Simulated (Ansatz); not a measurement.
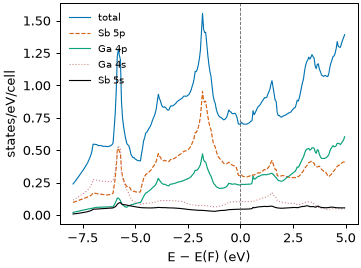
Figure: Total and projected density of states of GaSb in space group I-4m2 (No. 119; Ga on 2d, Sb on 2a), the program Ansatz at the r²SCAN level (PAW)

Q: Which orbitals carry the states next to the Fermi level?

A: Within 0.5 eV of the Fermi level: Sb 5p 45 %, Ga 4p 32 %, Ga 4s 14 %, Sb 5s 6 %. Projections are on Löwdin-orthogonalised atomic valence shells; empty p or d shells of many metals are not among them.

Q: Where is the tallest occupied peak in this window, and what makes it?

A: Near -1.8 eV, about 1.6 states/eV per cell; the largest projected share is Sb 5p.

The first step of the workflow began from a Materials Project structure, measured or hypothetical; the Crystallography Open Database copy checked does not list it. It is not the phase usual at ambient conditions (space group No. 216). The r²SCAN relaxation kept the symmetry of its start; whether a distortion lowers the energy is not shown. Spin–orbit coupling is left out wherever it is not named.

Potentials: the later of the program's two PAW sets.
